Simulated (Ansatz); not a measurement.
## Ge: x(Si) = 0.75, 8 atoms, Pmma

Start from Ge in the diamond structure (space group Fd-3m, No. 227; a = 5.762 Å).

The other end (x = 1) is Si in the diamond structure (space group Fd-3m, No. 227): 20.46 Å³/atom, gap 0.61 eV.

Now apply this change: a fraction x = 0.75 of the Ge sites is given to Si, ordered in a cell of 8 atoms (starting symmetry Pmma) and fully relaxed.

Level of theory: Ansatz (a quantum-chemistry and plane-wave program) PBE, no SOC. Γ-centred 9×9×3 mesh, Fermi–Dirac width 0.05 eV, for the changed cell.

```csv
quantity,base,changed,shift
density,5.05 g/cm³,3.07 g/cm³,-1.972 g/cm³
shortest interatomic distance,249.5 pm,237.7 pm,-11.8 pm
band gap,zero,0.49 eV,–
"gap character (in this cell's own zone, which can be folded)",–,"indirect, Γ → Z",–
electron mass,–,"0.17 mₑ along a, 0.23 mₑ along b, 1.4 mₑ along c (off the special points)",–
"valence-band top at Γ (three highest levels, from the VBM)",–,"0.00, -0.04, -0.09 eV",–
mixing energy (to 0.01 eV only: unlike meshes or grids),–,+0.01 eV/atom,–
```

Final structure:

```
CELL_PARAMETERS angstrom
      3.91185     0.00000     0.00000
      0.00000     3.91499     0.00000
      0.00000     0.00000    11.07093
ATOMIC_POSITIONS crystal
  Si 0.75000 0.00000 0.81626
  Si 0.25000 0.50000 0.06125
  Si 0.75000 0.00000 0.30578
  Ge 0.25000 0.50000 0.56698
  Si 0.75000 0.50000 0.93875
  Si 0.25000 0.00000 0.18374
  Ge 0.75000 0.50000 0.43302
  Si 0.25000 0.00000 0.69422
```

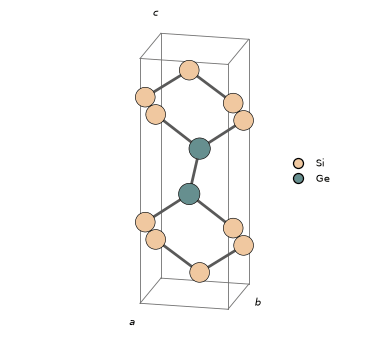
The relaxed conventional cell after the change

Cost of the whole job for the changed cell (relaxation, final SCF and bands): roughly 2.4 core-minutes.

These are small ordered cells, not random alloys; other orderings at the same x differ. Masses are band curvatures over ±0.01 Å⁻¹ around the edge. Whether these cells are dynamically stable was not tested. A zero or small gap of Ge can be the functional's error rather than a property of the material. Labels are those of the standard path for the cell's own space group.
